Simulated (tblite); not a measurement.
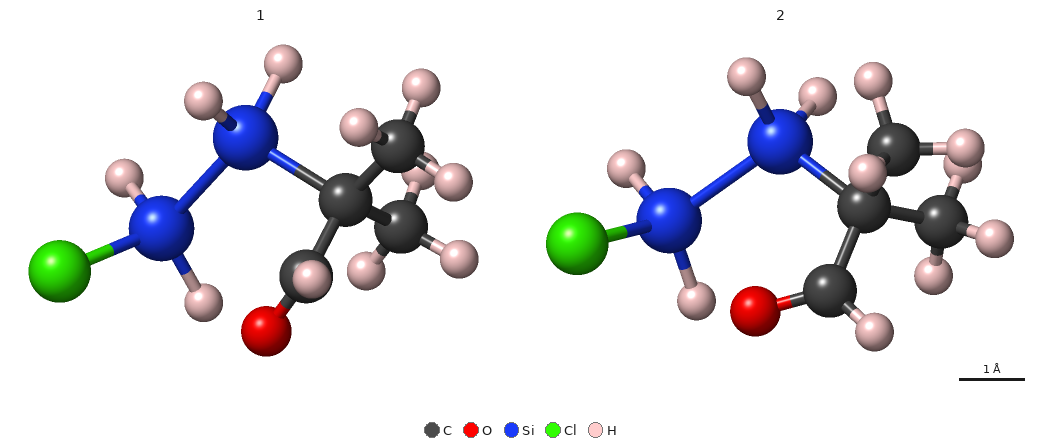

Two geometries of C4H11ClOSi2, drawn at one scale. One is the start of a relaxation, the other its converged end. Style: ball-and-stick. Shown at a tilt.

The calculation used GFN2-xTB geometry optimisation, gas phase (tblite 0.8.0). 

### Which of the two is the end point?

Structure 1 is the relaxed one. The energy falls by 79.7 kJ/mol in 164 geometry steps. An H atom moves most after the best rigid fit: 1.32 Å. Largest moves by element: H 1.32 Å, Cl 0.80 Å, O 0.58 Å, Si 0.41 Å, C 0.38 Å. Near-neighbour distances that change, for instance: O–Si 2.704 → 3.042 Å, Si–Si 2.231 → 2.319 Å, C–Si 1.867 → 1.947 Å, Cl–Si 2.096 → 2.016 Å. Bond angles that change, for instance: C–C–Si 112.4° → 102.6°, Si–Si–H 108.0° → 116.0°, C–C–Si 104.9° → 112.1°. Groups turn about C–C by about 70°, C–C by about 40°, C–Si by about 35°.
